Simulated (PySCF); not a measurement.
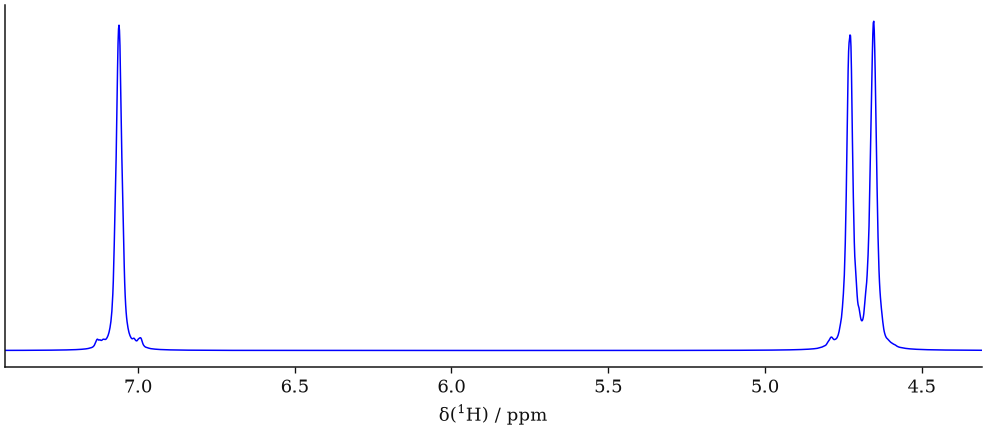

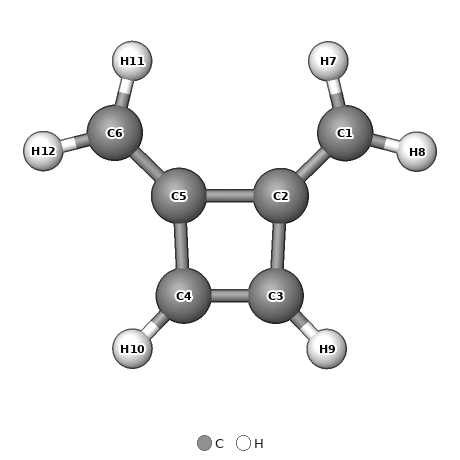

C₆H₆ (3,4-dimethylenecyclobut-1-ene), SMILES C=C1C=CC1=C. Simulated ¹H spectrum at 60 MHz, line width 0.6 Hz, from GIAO shifts (KT2/pcSseg-2, against TMS) and couplings (B3LYP/pcJ-1), PySCF 2.14.0, at a PBE0-D3(BJ)/def2-SVP geometry (no frequency check). Gas phase, values of one conformer, averaged over methyl-type rotors and exact or near symmetry; couplings among ¹H are treated exactly, other nuclei are left out. The spin-dipole term of J is left out for all pairs.

### Assign the signals.

```tsv
δ (ppm)	nuclei	atoms
7.06	2	H9, H10
4.73	2	H7, H11
4.65	2	H8, H12
```

The order of signals that lie close, as those under 0.08 ppm apart, is within the error of the method.

### Give the coupling constants used.

| pair | J (Hz) |
| --- | --- |
| H9–H10 | 3.3 |
| H9–H11, H10–H7 | 1.2 |
| H9–H7, H10–H11 | −1.1 |
| H9–H12, H10–H8 | 1.1 |
| H7–H8, H11–H12 | −0.7 |
| H8–H12 | 0.7 |

Not listed: couplings under 0.5 Hz, those between magnetically equivalent nuclei.
